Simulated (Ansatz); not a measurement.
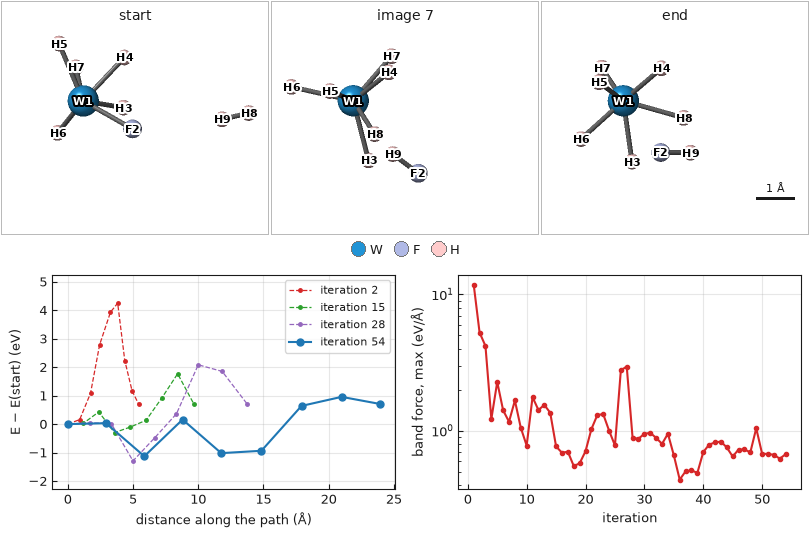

A search for the minimum-energy path of WH7F, made up at the start of WH5F and H₂ by the nudged elastic band. Images are numbered from 0 (start) to 8 (end). The plot follows the band through its iterations. A ball-and-stick model, seen at a tilt.

Theory: RKS PBE0-D4/def2-SVP (Ansatz 0.2.0). Settings: 7 movable images; climbing image; force threshold 0.05 eV/Å; iteration limit 54; starting path through a guess of the saddle point.

### How did the profile develop, and is the result final?

The result isn't final. The band hadn't converged when the run stopped after 54 iterations. The largest component of the band force went from 12 to 0.67 eV/Å. The barrier read from it is provisional: over the last two iterations the highest image moved from 0.94 eV to 0.96 eV. The first iteration put the highest image at 6.20 eV. Relative to the start the highest point is image 7 at +0.96 eV and the end lies at +0.71 eV, but the profile dips to −1.13 eV at image 2 on the way, so there may be more than one step; on an unconverged band the side maxima are provisional.

Limits of the set-up: the start holds two separate molecules, 2.4 Å apart at their closest, whose relative position is a soft coordinate.
